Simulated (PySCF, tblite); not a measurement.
# C₄H₃Cl₂NSi: geometry, infrared bands and NMR shifts

Aim: predict the infrared bands and NMR shifts of C₄H₃Cl₂NSi (`N#CC=C=C[SiH](Cl)Cl`).

Programs: tblite 0.8.0 and PySCF 2.14.0, with density-fitted response routines of our own. Each step states its level of theory. These are calculated values for one molecule in the gas phase, unless marked as measured. Atoms count from 0, in the outputs and in this text.

## (1) The molecule as given

11 atoms, charge 0, multiplicity 1; geometry from: force field or distance geometry start.

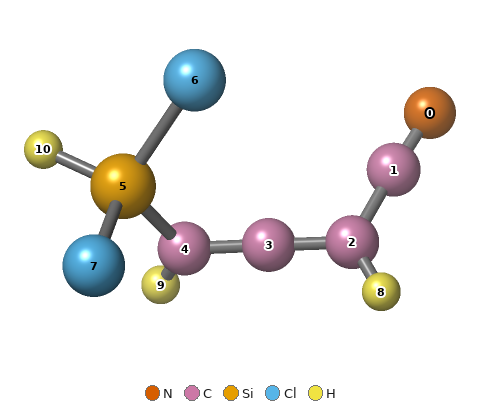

The starting geometry (nitrogen orange, carbon pink, silicon amber, chlorine blue, hydrogen yellow), atoms numbered.

## (2) Relaxing the molecule with GFN2-xTB

Job settings and geometry (Å):

```
{"job": {"kind": "relax", "xc": "GFN2-xTB", "basis": "xTB"}, "charge": 0, "multiplicity": 1}
N      2.962000     1.658800    -1.111700
C      2.419300     0.905700    -0.424700
C      1.799600    -0.036800     0.462400
C      0.672100    -0.528800     0.026800
C     -0.470700    -1.027100    -0.387900
Si    -1.939400    -0.009400    -0.008900
Cl    -1.446300     2.036000     0.129600
Cl    -2.718000    -0.612400     1.826700
H      2.140300    -0.353200     1.417100
H     -0.436300    -1.934200    -0.909600
H     -2.977200    -0.096000    -1.045700
```

The run is started by

```
> OMP_NUM_THREADS=1 python probes_run.py task.json out
```

One launch serves the whole session: the jobs run in the order shown.

**Question.** This job is followed by: GFN2-xTB harmonic vibrations, gas phase; GIAO PBE0/pcSseg-1 NMR shielding, non-relativistic, gas phase. What will the session give for the following? strongest single infrared mode (GFN2-xTB); zero-point energy (GFN2-xTB); ¹³C shifts against TMS (PBE0/pcSseg-1); ¹H shifts against TMS (PBE0/pcSseg-1); ¹⁵N shifts against NH3 (PBE0/pcSseg-1); ²⁹Si shifts against TMS (PBE0/pcSseg-1); ³⁵Cl shifts against HCl (PBE0/pcSseg-1, means over atoms taken as alike).

The runs gave:

| quantity | value |
| --- | --- |
| strongest single infrared mode (GFN2-xTB) | 2037 cm⁻¹, 685 km/mol |
| zero-point energy (GFN2-xTB) | 34.9 kcal/mol |
| ¹³C shifts against TMS (PBE0/pcSseg-1) | 233.0, 115.6, 91.7, 69.6 ppm |
| ¹H shifts against TMS (PBE0/pcSseg-1) | 6.01, 5.64, 5.27 ppm |
| ¹⁵N shifts against NH3 (PBE0/pcSseg-1) | 328.7 ppm |
| ²⁹Si shifts against TMS (PBE0/pcSseg-1) | 0.5 ppm |
| ³⁵Cl shifts against HCl (PBE0/pcSseg-1, means over atoms taken as alike) | 59 ppm |

**Reading.** The optimisation took 109 steps and gained 0.361 eV; among the close pairs (by a distance rule), Si5–Cl6 changed most, from 2.109 to 2.012 Å. All 27 modes are real, so the xTB geometry is a minimum. The strongest single mode, at 2037 cm⁻¹, moves mainly C3. Unscaled tight-binding wavenumbers are off by several per cent, some by more. Its intensities can rank the bands wrongly. The most deshielded carbon is C3 (central carbon of an allene), at 233.0 ppm: the central sp carbon of an allene is among the most deshielded carbons of hydrocarbons. At PBE0/pcSseg-1: The largest span, 445 ppm, is at N0, where the paramagnetic term is -401 ppm.
